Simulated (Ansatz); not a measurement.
# TaAl₃: a line through an energy map

One line of a two-coordinate grid on TaAl₃ (I4/mmm, No. 139; 4 atoms in the cell): lattice constant c is varied, at lattice constant a (and b) = 3.896 Å.

Program: Ansatz 0.2.0. Level of theory: DFT PBEsol, scalar-relativistic, plane waves, PAW. These are calculated values, not measurements.

40 further runs of the same task are left out: 40 set aside as unsound or not needed.

## Step 1: Starting point

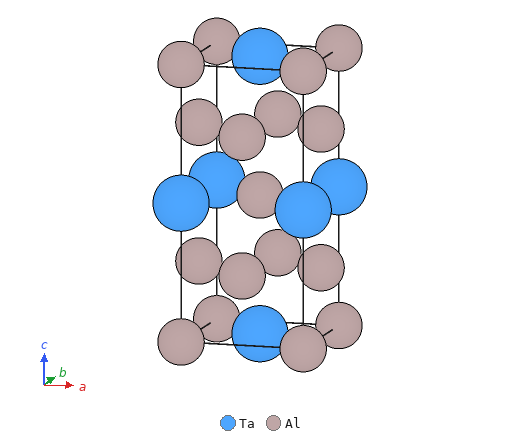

The starting structure, seen slightly off an axis (tantalum blue, aluminium light grey). Atoms on the faces are drawn again on the opposite ones. The cell drawn here is the conventional one.

Structure file:

```cif
data_structure
_symmetry_space_group_name_H-M 'P 1'
_symmetry_Int_Tables_number 1
_cell_length_a 5.0405
_cell_length_b 5.0405
_cell_length_c 5.0405
_cell_angle_alpha 135.353
_cell_angle_beta 135.353
_cell_angle_gamma 64.983
_cell_volume 62.34
loop_
_atom_site_label
_atom_site_type_symbol
_atom_site_fract_x
_atom_site_fract_y
_atom_site_fract_z
_atom_site_occupancy
Ta1 Ta 0.50000 0.50000 0.00000 1
Al1 Al 0.00000 0.00000 0.00000 1
Al2 Al 0.75000 0.25000 0.50000 1
Al3 Al 0.25000 0.75000 0.50000 1
```

This cell was relaxed beforehand with the same method: volume 15.58 Å³/atom, gap on the mesh none (metal).

## Step 2: Plan of the line

The energy is mapped over the lattice constants a and c of the conventional cell.

The axes are (1) lattice constant a (and b): 9 values from 3.561 to 4.097 Å; (2) lattice constant c: 9 values from 8.078 to 8.928 Å.

Nothing else is relaxed (symmetry fixes all fractional coordinates). Energies count from the relaxed crystal. Points are written as (first, second).

## Step 3: The run at (3.896 Å, 8.078 Å)

File input.yaml:

```yaml
crystal:
  lattice:
    - [-1.94805, 1.94805, 4.0389]
    - [1.94805, -1.94805, 4.0389]
    - [1.94805, 1.94805, -4.0389]
  atoms:
    - { symbol: Ta, position: [0.5, 0.5, 0.0] }
    - { symbol: Al, position: [0.0, 0.0, 0.0] }
    - { symbol: Al, position: [0.75, 0.25, 0.5] }
    - { symbol: Al, position: [0.25, 0.75, 0.5] }
basis:
  ecutwfc: 420
kpoints:
  mp_grid: { grid: [14, 14, 14] }
hamiltonian:
  xc: pbesol
scf:
  occupations: { method: gaussian, width: 0.15 }
output:
  forces: true
  stress: true
  eigenvalues: true
```

Run with:

```bash
ansatz run input.yaml --threads 2 --pin off --max-ram 4096MiB --backend cpu --events-out ev --progress --plain --runs-dir out
```

The program printed, shortened:

```text
Warning: RAYON_NUM_THREADS=2 ignored (pool sized by the plan → 2); use --threads N
[...]
Pseudopotentials: kind: paw
Pseudopotential: Ta, paw, valence charge 13, recommended cutoff 420 eV (normal), Ta.paw.azcp
Pseudopotential: Al, paw, valence charge 3, recommended cutoff 420 eV (normal), Al.paw.azcp
Functional definition: PBEsol
[...]
Crystal: 4 atoms, lattice volume = 61.309 Å³
Basis set: ecut = 420 eV, 1201 PW (Γ), exchange–correlation on 72×72×72 points (8 copies of the dense FFT grid, shifted against one another)
Bands: 15, of which v1, the nominal top of the filled ones, is band 11 counted from 1 (10 counted from 0)
Symmetry: 16 space group operations
Space group: I4/mmm (ITA 139), of the structure as read, at distance tolerance 3.9e-5 Å
k-points: 244 of 2744
[...]
SCF iter   1: F=—  HF=-11381.275440 eV  |F-HF|=—  |Δ(HF+E_count)|=         —  Δρ=3.99e-3  dr2=1.86e-2  ethr=1.77e-3  ⟨swp⟩=5.4  Hψ=21445  notcnv=0
[...]
SCF iter   6: F=-11381.271627 eV  HF=-11381.271627 eV  |F-HF|=6.66e-10  |Δ(HF+E_count)|=   8.17e-9  Δρ=1.08e-6  dr2=9.23e-10  ethr=2.04e-10  ⟨swp⟩=2.3  Hψ=12621  notcnv=0
[...]
SCF converged after 6 iterations
Free energy (F): -11381.271627 eV
[...]
E sigma→0 (E₀):  -11381.267923 eV
Entropy (-TS):   -0.007407 eV (-1.852 meV/atom)
Fermi energy:    12.010240 eV
[...]
--- Forces (eV/Å), atoms counted from 1 ---
  atom   1  Ta     0.00000000     0.00000000     0.00000000
  atom   2  Al    -0.00000000     0.00000000    -0.00000000
  atom   3  Al     0.00000000    -0.00000000     0.00000000
  atom   4  Al    -0.00000000     0.00000000     0.00000000
[...]
--- Stress (GPa, compression-positive) ---
       -2.477493      -0.000000       0.000000
       -0.000000      -2.477493       0.000000
        0.000000       0.000000      13.008518
  P = ⅓ Tr σ = 2.6845 GPa (26.845 kbar)
--- Band table (eV; the first three rows and the last of 244) ---
  k-point 0: bands = ["-55.4389", "-22.0941", "-22.0941", "-21.8763", "0.9966", "8.5542", "9.0241", "9.5382", "9.5382", "9.5588", "12.0605", "13.0876", "13.0876", "13.6347", "14.1080"]
[...]
```

Wall time 5.5 s (2 threads of Arm Neoverse V2, shared host); peak memory 0.47 GiB.

That is 37 meV/atom from the zero.

## Step 4: Grid point (3.896 Å, 8.184 Å)

Changes to input.yaml since step 3:

```diff
@@ -2,5 +2,5 @@
   lattice:
-    - [-1.94805, 1.94805, 4.0389]
-    - [1.94805, -1.94805, 4.0389]
-    - [1.94805, 1.94805, -4.0389]
+    - [-1.94805, 1.94805, 4.09205]
+    - [1.94805, -1.94805, 4.09205]
+    - [1.94805, 1.94805, -4.09205]
   atoms:
```

Run with:

```bash
ansatz run input.yaml --threads 2 --pin off --max-ram 4096MiB --backend cpu --events-out ev --progress --plain --runs-dir out
```

The program printed, shortened:

```text
Warning: RAYON_NUM_THREADS=2 ignored (pool sized by the plan → 2); use --threads N
[...]
[... 4 set-up lines as earlier in the session ...]
[...]
Crystal: 4 atoms, lattice volume = 62.116 Å³
Basis set: ecut = 420 eV, 1201 PW (Γ), exchange–correlation on 72×72×72 points (8 copies of the dense FFT grid, shifted against one another)
Bands: 15, of which v1, the nominal top of the filled ones, is band 11 counted from 1 (10 counted from 0)
[... 1 set-up line as earlier in the session ...]
Space group: I4/mmm (ITA 139), of the structure as read, at distance tolerance 4.0e-5 Å
k-points: 244 of 2744
[...]
SCF iter   1: F=—  HF=-11381.330748 eV  |F-HF|=—  |Δ(HF+E_count)|=         —  Δρ=3.93e-3  dr2=1.95e-2  ethr=1.77e-3  ⟨swp⟩=5.4  Hψ=21418  notcnv=0
[...]
SCF iter   6: F=-11381.326804 eV  HF=-11381.326804 eV  |F-HF|=1.53e-9  |Δ(HF+E_count)|=   1.20e-8  Δρ=1.31e-6  dr2=2.01e-9  ethr=2.97e-10  ⟨swp⟩=2.6  Hψ=13059  notcnv=0
[...]
SCF converged after 6 iterations
Free energy (F): -11381.326804 eV
[...]
E sigma→0 (E₀):  -11381.323069 eV
Entropy (-TS):   -0.007471 eV (-1.868 meV/atom)
Fermi energy:    11.846449 eV
[...]
--- Forces (eV/Å), atoms counted from 1 ---
  atom   1  Ta     0.00000000     0.00000000     0.00000000
  atom   2  Al    -0.00000000     0.00000000    -0.00000000
  atom   3  Al    -0.00000000     0.00000000     0.00000000
  atom   4  Al     0.00000000     0.00000000     0.00000000
[...]
--- Stress (GPa, compression-positive) ---
       -3.471608       0.000000      -0.000000
        0.000000      -3.471608       0.000000
       -0.000000       0.000000       8.941015
  P = ⅓ Tr σ = 0.6659 GPa (6.659 kbar)
--- Band table (eV; the first three rows and the last of 244) ---
  k-point 0: bands = ["-55.6587", "-22.3025", "-22.3025", "-22.0893", "0.8963", "8.3000", "8.9073", "9.2981", "9.4332", "9.4332", "11.9178", "12.9471", "12.9471", "13.4396", "13.9033"]
[...]
```

Run time: 5.5 s. Hardware: 2 threads of Arm Neoverse V2, shared host; peak memory 0.47 GiB.

On the map this point reads 23 meV/atom.

## Step 5: Grid point (3.896 Å, 8.290 Å)

Changes to input.yaml since step 4:

```diff
@@ -2,5 +2,5 @@
   lattice:
-    - [-1.94805, 1.94805, 4.09205]
-    - [1.94805, -1.94805, 4.09205]
-    - [1.94805, 1.94805, -4.09205]
+    - [-1.94805, 1.94805, 4.1452]
+    - [1.94805, -1.94805, 4.1452]
+    - [1.94805, 1.94805, -4.1452]
   atoms:
```

Run with:

```bash
ansatz run input.yaml --threads 2 --pin off --max-ram 4096MiB --backend cpu --events-out ev --progress --plain --runs-dir out
```

The program printed, shortened:

```text
[...]
SCF converged after 6 iterations
Free energy (F): -11381.362041 eV
[...]
E sigma→0 (E₀):  -11381.358255 eV
Entropy (-TS):   -0.007572 eV (-1.893 meV/atom)
Fermi energy:    11.686648 eV
[...]
--- Forces (eV/Å), atoms counted from 1 ---
  atom   1  Ta     0.00000000    -0.00000000    -0.00000000
  atom   2  Al    -0.00000000     0.00000000     0.00000000
  atom   3  Al    -0.00000000    -0.00000000     0.00000000
  atom   4  Al     0.00000000    -0.00000000     0.00000000
[...]
--- Stress (GPa, compression-positive) ---
       -4.344597       0.000000      -0.000000
        0.000000      -4.344597       0.000000
       -0.000000       0.000000       5.089324
  P = ⅓ Tr σ = -1.2000 GPa (-12.000 kbar)
--- Band table (eV; the first three rows and the last of 244) ---
  k-point 0: bands = ["-55.8739", "-22.5063", "-22.5063", "-22.2987", "0.7987", "8.0499", "8.7933", "9.0447", "9.3312", "9.3312", "11.7767", "12.8108", "12.8108", "13.2514", "13.7081"]
[...]
```

Wall time 5.7 s (2 threads of Arm Neoverse V2, shared host); peak memory 0.48 GiB.

That is 14 meV/atom from the zero.

## Step 6: Grid point (3.896 Å, 8.503 Å)

Changes to input.yaml since step 5:

```diff
@@ -2,5 +2,5 @@
   lattice:
-    - [-1.94805, 1.94805, 4.1452]
-    - [1.94805, -1.94805, 4.1452]
-    - [1.94805, 1.94805, -4.1452]
+    - [-1.94805, 1.94805, 4.2514889255]
+    - [1.94805, -1.94805, 4.2514889255]
+    - [1.94805, 1.94805, -4.2514889255]
   atoms:
```

Run with:

```bash
ansatz run input.yaml --threads 2 --pin off --max-ram 4096MiB --backend cpu --events-out ev --progress --plain --runs-dir out
```

The program printed, shortened:

```text
[...]
SCF converged after 6 iterations
Free energy (F): -11381.377086 eV
[...]
E sigma→0 (E₀):  -11381.373155 eV
Entropy (-TS):   -0.007863 eV (-1.966 meV/atom)
Fermi energy:    11.378008 eV
[...]
--- Forces (eV/Å), atoms counted from 1 ---
  atom   1  Ta     0.00000000    -0.00000000     0.00000000
  atom   2  Al    -0.00000000     0.00000000     0.00000000
  atom   3  Al     0.00000000     0.00000000     0.00000000
  atom   4  Al    -0.00000000    -0.00000000     0.00000000
[...]
--- Stress (GPa, compression-positive) ---
       -5.775469       0.000000       0.000000
        0.000000      -5.775469      -0.000000
        0.000000       0.000000      -1.955271
  P = ⅓ Tr σ = -4.5021 GPa (-45.021 kbar)
--- Band table (eV; the first three rows and the last of 244) ---
  k-point 0: bands = ["-56.2908", "-22.9009", "-22.9009", "-22.7076", "0.6115", "7.5621", "8.5626", "8.5735", "9.1349", "9.1349", "11.4991", "12.5504", "12.5504", "12.8940", "13.3433"]
[...]
```

It took 5.8 s on 2 threads of Arm Neoverse V2, shared host; peak memory 0.48 GiB.

Energy on the map's scale: 10 meV/atom.

## Step 7: The run at (3.896 Å, 8.716 Å)

Changes to input.yaml since step 6:

```diff
@@ -2,5 +2,5 @@
   lattice:
-    - [-1.94805, 1.94805, 4.2514889255]
-    - [1.94805, -1.94805, 4.2514889255]
-    - [1.94805, 1.94805, -4.2514889255]
+    - [-1.94805, 1.94805, 4.3578]
+    - [1.94805, -1.94805, 4.3578]
+    - [1.94805, 1.94805, -4.3578]
   atoms:
```

Run with:

```bash
ansatz run input.yaml --threads 2 --pin off --max-ram 4096MiB --backend cpu --events-out ev --progress --plain --runs-dir out
```

The program printed, shortened:

```text
Warning: RAYON_NUM_THREADS=2 ignored (pool sized by the plan → 2); use --threads N
[...]
[... 4 set-up lines as earlier in the session ...]
[...]
Crystal: 4 atoms, lattice volume = 66.150 Å³
Basis set: ecut = 420 eV, 1315 PW (Γ), exchange–correlation on 72×72×72 points (8 copies of the dense FFT grid, shifted against one another)
Bands: 15, of which v1, the nominal top of the filled ones, is band 11 counted from 1 (10 counted from 0)
[... 2 set-up lines as earlier in the session ...]
k-points: 244 of 2744
[...]
SCF iter   1: F=—  HF=-11381.328838 eV  |F-HF|=—  |Δ(HF+E_count)|=         —  Δρ=3.55e-3  dr2=1.76e-2  ethr=1.77e-3  ⟨swp⟩=5.4  Hψ=21208  notcnv=0
[...]
SCF iter   6: F=-11381.325582 eV  HF=-11381.325582 eV  |F-HF|=1.66e-9  |Δ(HF+E_count)|=   2.24e-8  Δρ=1.58e-6  dr2=2.45e-9  ethr=4.55e-10  ⟨swp⟩=4.6  Hψ=14445  notcnv=0
[...]
SCF converged after 6 iterations
Free energy (F): -11381.325582 eV
[...]
E sigma→0 (E₀):  -11381.321459 eV
Entropy (-TS):   -0.008244 eV (-2.061 meV/atom)
Fermi energy:    11.082916 eV
[...]
--- Forces (eV/Å), atoms counted from 1 ---
  atom   1  Ta     0.00000000     0.00000000     0.00000000
  atom   2  Al    -0.00000000     0.00000000     0.00000000
  atom   3  Al     0.00000000     0.00000000     0.00000000
  atom   4  Al     0.00000000    -0.00000000     0.00000000
[...]
--- Stress (GPa, compression-positive) ---
       -6.853878       0.000000      -0.000000
        0.000000      -6.853878       0.000000
        0.000000      -0.000000      -8.128873
  P = ⅓ Tr σ = -7.2789 GPa (-72.789 kbar)
--- Band table (eV; the first three rows and the last of 244) ---
  k-point 0: bands = ["-56.6911", "-23.2792", "-23.2792", "-23.1040", "0.4340", "7.0898", "8.1112", "8.3630", "8.9485", "8.9485", "11.2274", "12.3051", "12.3051", "12.5601", "13.0084"]
[...]
```

Run time: 6 s. Hardware: 2 threads of Arm Neoverse V2, shared host; peak memory 0.49 GiB.

That is 23 meV/atom from the zero.

## Step 8: Point (3.896 Å, 8.822 Å)

Changes to input.yaml since step 7:

```diff
@@ -2,5 +2,5 @@
   lattice:
-    - [-1.94805, 1.94805, 4.3578]
-    - [1.94805, -1.94805, 4.3578]
-    - [1.94805, 1.94805, -4.3578]
+    - [-1.94805, 1.94805, 4.4109]
+    - [1.94805, -1.94805, 4.4109]
+    - [1.94805, 1.94805, -4.4109]
   atoms:
```

Run with:

```bash
ansatz run input.yaml --threads 2 --pin off --max-ram 4096MiB --backend cpu --events-out ev --progress --plain --runs-dir out
```

The program printed, shortened:

```text
[...]
SCF converged after 6 iterations
Free energy (F): -11381.277646 eV
[...]
E sigma→0 (E₀):  -11381.273380 eV
Entropy (-TS):   -0.008531 eV (-2.133 meV/atom)
Fermi energy:    10.940112 eV
[...]
--- Forces (eV/Å), atoms counted from 1 ---
  atom   1  Ta     0.00000000     0.00000000     0.00000000
  atom   2  Al    -0.00000000     0.00000000    -0.00000000
  atom   3  Al     0.00000000     0.00000000     0.00000000
  atom   4  Al     0.00000000     0.00000000     0.00000000
[...]
--- Stress (GPa, compression-positive) ---
       -7.281492       0.000000       0.000000
        0.000000      -7.281492       0.000000
       -0.000000      -0.000000     -10.892187
  P = ⅓ Tr σ = -8.4851 GPa (-84.851 kbar)
--- Band table (eV; the first three rows and the last of 244) ---
  k-point 0: bands = ["-56.8851", "-23.4624", "-23.4624", "-23.2976", "0.3487", "6.8597", "7.8965", "8.2610", "8.8587", "8.8587", "11.0939", "12.1878", "12.1878", "12.4014", "12.8510"]
[...]
```

It took 6.3 s on 2 threads of Arm Neoverse V2, shared host; peak memory 0.49 GiB.

That is 35 meV/atom from the zero.

## Step 9: Grid point (3.896 Å, 8.928 Å)

Changes to input.yaml since step 8:

```diff
@@ -2,5 +2,5 @@
   lattice:
-    - [-1.94805, 1.94805, 4.4109]
-    - [1.94805, -1.94805, 4.4109]
-    - [1.94805, 1.94805, -4.4109]
+    - [-1.94805, 1.94805, 4.46405]
+    - [1.94805, -1.94805, 4.46405]
+    - [1.94805, 1.94805, -4.46405]
   atoms:
```

Run with:

```bash
ansatz run input.yaml --threads 2 --pin off --max-ram 4096MiB --backend cpu --events-out ev --progress --plain --runs-dir out
```

The program printed, shortened:

```text
[...]
SCF converged after 6 iterations
Free energy (F): -11381.216272 eV
[...]
E sigma→0 (E₀):  -11381.211777 eV
Entropy (-TS):   -0.008989 eV (-2.247 meV/atom)
Fermi energy:    10.799434 eV
[...]
--- Forces (eV/Å), atoms counted from 1 ---
  atom   1  Ta     0.00000000     0.00000000     0.00000000
  atom   2  Al    -0.00000000     0.00000000    -0.00000000
  atom   3  Al     0.00000000    -0.00000000     0.00000000
  atom   4  Al    -0.00000000    -0.00000000     0.00000000
[...]
--- Stress (GPa, compression-positive) ---
       -7.644854       0.000000      -0.000000
        0.000000      -7.644854       0.000000
        0.000000       0.000000     -13.446780
  P = ⅓ Tr σ = -9.5788 GPa (-95.788 kbar)
--- Band table (eV; the first three rows and the last of 244) ---
  k-point 0: bands = ["-57.0757", "-23.6422", "-23.6422", "-23.4888", "0.2654", "6.6332", "7.6888", "8.1607", "8.7708", "8.7708", "10.9616", "12.0736", "12.0736", "12.2476", "12.6994"]
[...]
```

Run time: 6.6 s. Hardware: 2 threads of Arm Neoverse V2, shared host; peak memory 0.49 GiB.

That is 50 meV/atom from the zero.

## Step 10: What came out

| lattice constant c (Å) | step | energy (meV/atom) | slope (meV/atom per Å) | pressure (GPa) |
| --- | --- | --- | --- | --- |
| 8.078 | 3 | 37 | −154 | 2.7 |
| 8.184 | 4 | 23 | −106 | 0.7 |
| 8.290 | 5 | 14 | −60 | −1.2 |
| 8.397 | – | 10 | −17 | −2.9 |
| 8.503 | 6 | 10 | 23 | −4.5 |
| 8.609 | – | 15 | 61 | −6.0 |
| 8.716 | 7 | 23 | 96 | −7.3 |
| 8.822 | 8 | 35 | 129 | −8.5 |
| 8.928 | 9 | 50 | 159 | −9.6 |

Energies count from the relaxed crystal. Rows without a step come from runs not printed here or follow by symmetry. Slopes come from the forces (and the stress, where the cell changes), not from differences of energies.

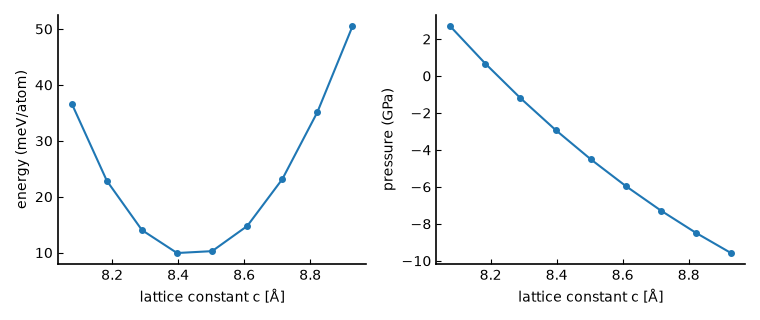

Energy and pressure along the line.

In words: Along the line the energy is lowest at 8.397 Å, 10 meV/atom from the zero. A fit to energies and slopes at the lowest point and its two neighbours puts the minimum at 8.4413 Å, with a curvature of about 380 meV/atom per Å². The highest point computed, at 8.928 Å, lies 41 meV/atom above the lowest. This is one cut through a surface in two coordinates; the map's lowest point lies off it. Spin-orbit coupling is left out for Ta.
